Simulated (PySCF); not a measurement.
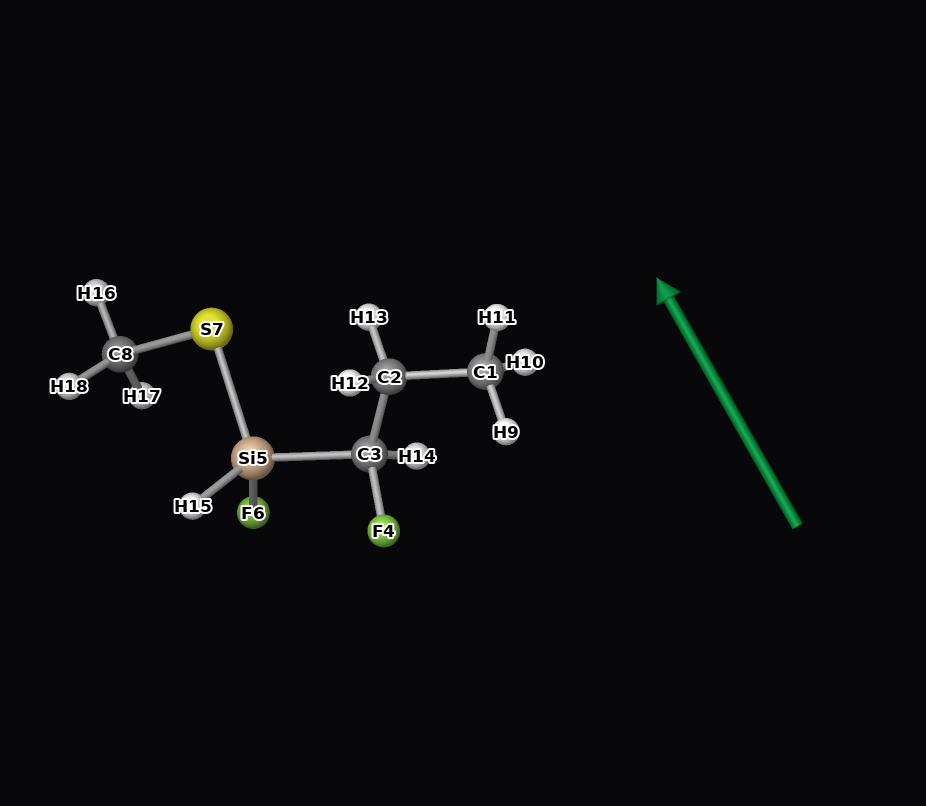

The arrow beside the molecule shows the direction of the dipole moment, from the negative to the positive end (its length means nothing). The computed structure is the end point of a GFN2-xTB optimisation. No frequency run is at hand to confirm it as a minimum. Properties computed with PBE0/pcSseg-1, gas phase (PySCF 2.14.0).

### How large is the dipole moment?

1.65 D; it points from the side of F4 to the side of H16 (the outermost atoms at the two ends).

The geometry is semi-empirical. Around Si such bond lengths and angles can be off by a tenth of an ångström or more and by several degrees, and values that hang on the shape move with them.
